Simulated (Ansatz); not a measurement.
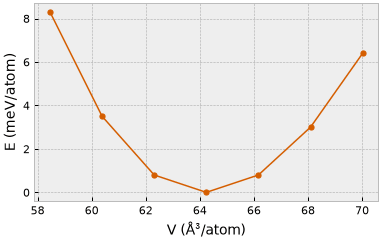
*K (bcc (W type), Im-3m) under volume change, DFT-LDA in the program Ansatz with PAW potentials, scaled uniformly.*

**Question.** What does a third-order Birch–Murnaghan fit give for V₀, B₀ and B′?

**Answer.** V₀ = 64.18 Å³/atom, B₀ = 4.5 GPa, B′ = 3.8.

The cell was relaxed with LDA under the symmetry of its start.

Potentials: the later of the program's two PAW sets.
